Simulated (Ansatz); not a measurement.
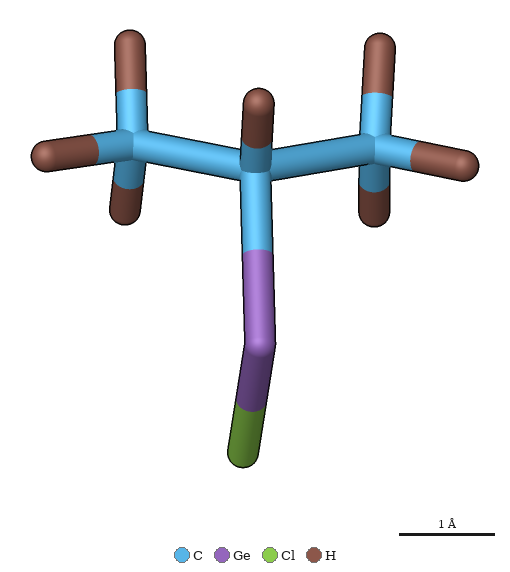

C3H7ClGe, before the relaxation. The picture is a stick view, seen face on.

The start comes from PBE-D4/def2-SVP.

Method: RKS PBE0-D4/def2-TZVP (Ansatz).

Input file:
```yaml
crystal:
  periodic: [false, false, false]
  atoms:
    - {symbol: C, position_ang: [-0.662962, 0.357807, 1.123049]}
    - {symbol: C, position_ang: [-0.110841, -0.611908, 0.072930]}
    - {symbol: C, position_ang: [1.263552, -0.186382, -0.463183]}
    - {symbol: Ge, position_ang: [-1.391097, -0.879595, -1.486216]}
    - {symbol: Cl, position_ang: [-1.468412, 1.254870, -2.133373]}
    - {symbol: H, position_ang: [-0.795647, 1.371089, 0.691064]}
    - {symbol: H, position_ang: [0.028947, 0.446204, 1.990262]}
    - {symbol: H, position_ang: [-1.646391, 0.034336, 1.526719]}
    - {symbol: H, position_ang: [-0.028714, -1.631468, 0.517592]}
    - {symbol: H, position_ang: [2.017476, -0.144189, 0.353693]}
    - {symbol: H, position_ang: [1.661569, -0.885938, -1.230853]}
    - {symbol: H, position_ang: [1.209419, 0.820073, -0.927685]}
basis:
  gaussian: {orbitals: def2-TZVP}
hamiltonian: {xc: pbe0, dispersion: d4}
relax: {f_tol: 0.005, max_steps: 150}
```

Run as
```bash
ansatz run in.yaml --threads 4 --pin off --events-out ev --progress --plain --max-ram 11315MiB
```

**Predict the outcome.**

Over 5 geometry steps the energy falls by 1.13 kcal/mol. Largest force component: 0.49 eV/Å at the start, 0.0025 eV/Å at the end. The largest moves after the best rigid fit, 0.036 Å, are those of H7 and H10. By element the largest moves are H 0.036 Å, Cl 0.029 Å, Ge 0.025 Å, C 0.015 Å. Among the contacts that change: Ge4–Cl5 2.232 → 2.201 Å, C2–Ge4 2.035 → 2.007 Å, C1–H7 1.113 → 1.096 Å, C1–H6 1.109 → 1.093 Å.

History of the run:

```tsv
step	E − E(0), kcal/mol	largest force component, eV/Å
0	0.00	0.4896
1	-1.04	0.1485
2	-1.12	0.0352
3	-1.13	0.0276
4	-1.13	0.0254
5	-1.13	0.0025
```

The structure at the end:

```xyz
12

C    -0.6527    0.3546    1.1125
C    -0.1143   -0.6073    0.0624
C     1.2534   -0.1803   -0.4578
Ge   -1.3911   -0.8689   -1.4632
Cl   -1.4695    1.2261   -2.1321
H    -0.7662    1.3596    0.6988
H     0.0328    0.4207    1.9649
H    -1.6262    0.0448    1.5053
H    -0.0300   -1.6098    0.5037
H     1.9823   -0.1376    0.3592
H     1.6540   -0.8698   -1.2084
H     1.2044    0.8128   -0.9114
```
